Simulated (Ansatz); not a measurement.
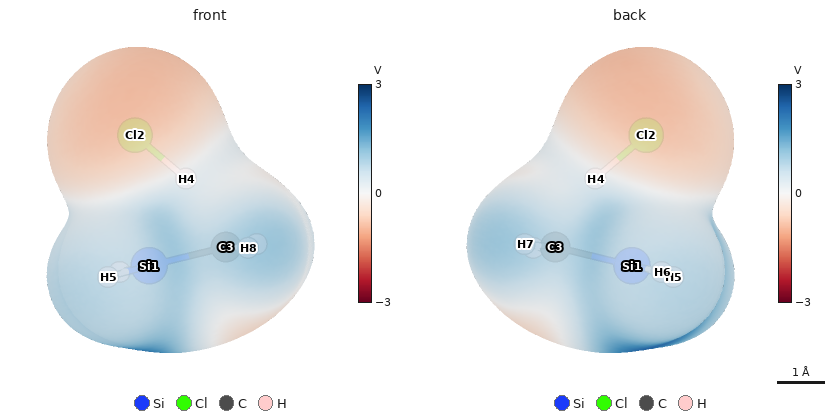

Figure. CH₄Si···HCl. The molecular electrostatic potential painted on the density surface at 0.002 e/bohr³, seen from the front and from behind; red is negative and blue positive.

A transition-state structure; geometry: PBE0-D4/def2-TZVP.

These are results of RKS PBE0-D4/def2-TZVPP in Ansatz 0.2.0, not measurements.

```tsv
atom	x (Å)	y (Å)	z (Å)
Si	-0.7865	-0.5189	-0.1115
Cl	1.4645	-0.1251	-1.8000
C	0.0850	0.5477	0.9163
H	1.0395	0.3368	-0.4951
H	-1.7578	-0.0391	-1.1128
H	-0.6236	-1.9838	-0.0556
H	0.7089	0.1723	1.7196
H	-0.1300	1.6101	0.9391
```

**Describe the electrostatic potential map.**

The most negative region (about −0.9 V) lies over Cl2, the most positive (about +2.2 V) over Si1.
